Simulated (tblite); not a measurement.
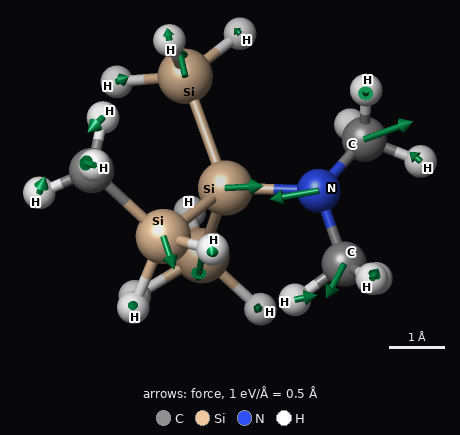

Starting geometry of C3H17NSi4 with the computed forces as green arrows. Style: ball-and-stick. Shown at a tilt.

Method: tblite 0.8.0, GFN2-xTB geometry optimisation, gas phase. 

> Is this structure relaxed? If not, where do the atoms go?

It isn't relaxed: the largest force vector, on a C atom, is 2.07 eV/Å. The final displacements have little in common with the starting forces (cosine between the two patterns 0.18). The atom that moves furthest after the best rigid fit is an H atom (1.54 Å). Largest moves by element: H 1.54 Å, C 0.69 Å, Si 0.54 Å, N 0.16 Å. Some distances before and after: Si–Si 2.232 → 2.363 Å, Si–Si 2.225 → 2.343 Å, C–Si 1.856 → 1.898 Å, N–Si 1.787 → 1.751 Å. Bond angles that change, for instance: Si–N–C 110.5° → 120.7°, Si–Si–H 108.9° → 117.5°, Si–Si–N 113.4° → 104.8°. Groups turn about C–Si by about 50°, C–N by about 45°, Si–Si by about 40°. The energy falls by 111.7 kJ/mol in 225 geometry steps.
